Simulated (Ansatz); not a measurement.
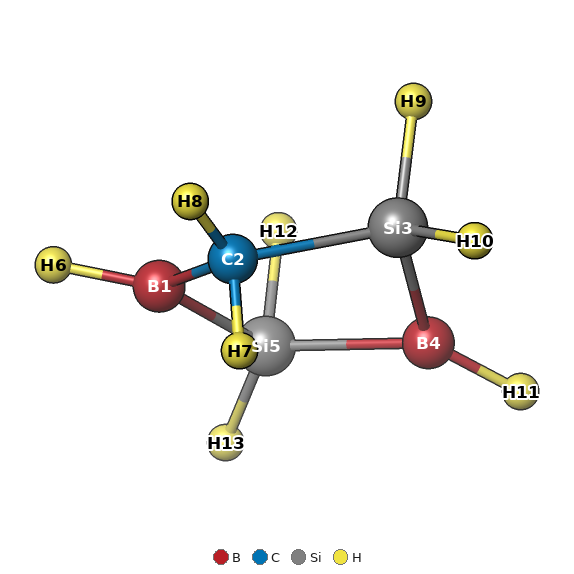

Distant atoms are faded towards the background colour. The geometry was computed by an optimisation with PBE0-D4/def2-TZVP. No frequency run is at hand to confirm it as a minimum.

### How is the 5-membered ring B1–C2–Si3–B4–Si5 puckered?

It is an envelope, with Si3 as the flap. The Cremer–Pople amplitude Q is 0.43 Å.

### Give the torsion angles round the ring, beginning with the bond from its second to its third atom.

−36°, 32°, −20°, 0°, 23°.
